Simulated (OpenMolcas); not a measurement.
**BCl2F (dichlorofluoroborane): HF/ANO-R3 (sfX2C, RICD fitting)**

What is the energy change on altering one bond length of BCl2F (dichlorofluoroborane) at HF/ANO-R3 (sfX2C, RICD fitting)? 

Program for the calculation: OpenMolcas 26.06.

**1. The system as given**

The species is BCl2F (4 atoms), meant as a singlet with charge 0. SMILES: `FB(Cl)Cl`. The shape is that of a PBE0-D4/def2-TZVP optimisation.

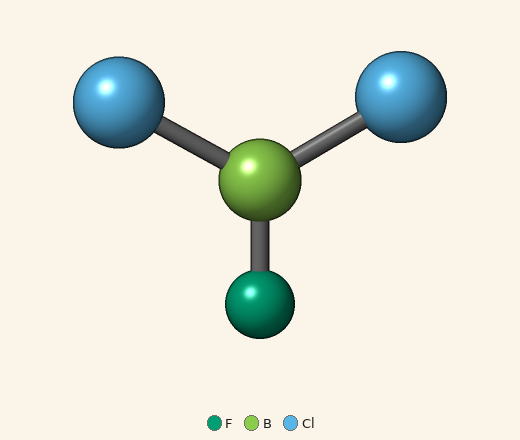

Viewed from a chosen angle; fluorine teal, boron green, chlorine blue.

**2. The energy at HF/ANO-R3 (sfX2C, RICD fitting)**

Contents of job.input:

```
* BCl2F Hartree-Fock
>>> EXPORT MOLCAS_PRINT=2

&GATEWAY
  Coord
  4
  angstrom
  F        0.114370      -1.165320      -0.781190
  B        0.007910      -0.080610      -0.054040
  Cl      -1.549540       0.373780       0.571420
  Cl       1.427260       0.872140       0.263810
  Basis
  ANO-R3
  Group
  NoSym
  RICD
  RX2C

&SEWARD
  Expert

&SCF
  PrOrbitals
  1 1
```

Command:

```
export MOLCAS_MEM=1860
pymolcas job.input > job.log
```

The log of the run, shortened:

```text
--- Start Module: gateway ---
[...]
--- Stop Module: gateway /rc=_RC_ALL_IS_WELL_ ---
[...]
--- Start Module: seward ---
[...]
 ###    WARNING:  EXPERT option is ON!                                       ###
 ###############################################################################
               SEWARD will generate:
[...]
      Basis functions          208
--- Stop Module: seward /rc=_RC_ALL_IS_WELL_ ---
[...]
--- Start Module: scf ---
[...]
       Convergence after  11 Iterations
[...]
::    Total SCF energy                              -1046.2921422620
[...]
      Total spin, S                                     0.0000000000
[...]
      Total electronic charge=   48.000000
      Total            charge=   -0.000000
[...]
      Dipole Moment (debye):
      Origin of the operator (angstrom)=   -0.0202    0.2055    0.1378
                   X= -2.8125E-02               Y=  2.8652E-01               Z=  1.9206E-01           Total=  3.4608E-01
      Quadrupole Moment (debye*angstrom):
[...]
--- Stop Module: scf /rc=_RC_ALL_IS_WELL_ ---
[...]
```

Wall time 54 s (1 thread of Arm Neoverse V2, shared host); peak memory 0.42 GiB.

**3. The distorted shape at the same level**

Contents of job.inp:

```
* BCl2F Hartree-Fock

&GATEWAY
  Coord
  4
  angstrom
  F        0.893135      -1.392527      -1.093936
  B        0.786675      -0.307817      -0.366786
  Cl      -1.549540       0.373780       0.571420
  Cl       2.206025       0.644933      -0.048936
  Basis=ANO-R3
  Group=NoSym
  RICD
  RX2C

&SEWARD
  Expert

&SCF
  PrOrbitals=1 1
```

Command:

```
export MOLCAS_MEM=1860
pymolcas job.inp > job.log
```

The log of the run, shortened:

```text
--- Start Module: gateway ---
[...]
--- Stop Module: gateway /rc=_RC_ALL_IS_WELL_ ---
[...]
--- Start Module: seward ---
[...]
 ###    WARNING:  EXPERT option is ON!                                       ###
 ###############################################################################
               SEWARD will generate:
[...]
      Basis functions          208
--- Stop Module: seward /rc=_RC_ALL_IS_WELL_ ---
[...]
--- Start Module: scf ---
[...]
       Convergence after  12 Iterations
[...]
::    Total SCF energy                              -1046.1753297326
[...]
      Total spin, S                                     0.0000000000
[...]
      Total electronic charge=   48.000000
      Total            charge=   -0.000000
[...]
      Dipole Moment (debye):
      Origin of the operator (angstrom)=    0.4861    0.0578   -0.0655
                   X=  3.9403E+00               Y= -4.3286E-01               Z= -1.1169E+00           Total=  4.1184E+00
      Quadrupole Moment (debye*angstrom):
[...]
--- Stop Module: scf /rc=_RC_ALL_IS_WELL_ ---
[...]
```

Wall time 54 s (1 thread of Arm Neoverse V2, shared host); peak memory 0.42 GiB.

**4. Results**

At HF/ANO-R3 (sfX2C, RICD fitting):

| quantity | value |
| --- | --- |
| first shape: total energy | -1046.29214 Eh |
| first shape: dipole moment | 0.35 D |
| first shape: HOMO energy | -12.84 eV |
| first shape: LUMO energy | 2.83 eV |
| first shape: HOMO–LUMO gap | 15.67 eV |
| distorted shape: total energy | -1046.17533 Eh |
| distorted shape: dipole moment | 4.12 D |
| distorted shape: HOMO energy | -11.64 eV |
| distorted shape: LUMO energy | -0.02 eV |
| distorted shape: HOMO–LUMO gap | 11.62 eV |
| energy change with the B2–Cl3 bond stretched from 1.739 to 2.608 Å | 3.179 eV |

In words: With the B2–Cl3 bond stretched from 1.739 to 2.608 Å the energy rises by 3.18 eV (73 kcal/mol). The first shape isn't relaxed at this level, so the change isn't measured from a minimum. Mulliken charges (distorted shape) run from -0.39 on Cl3 to +0.57 on B2.
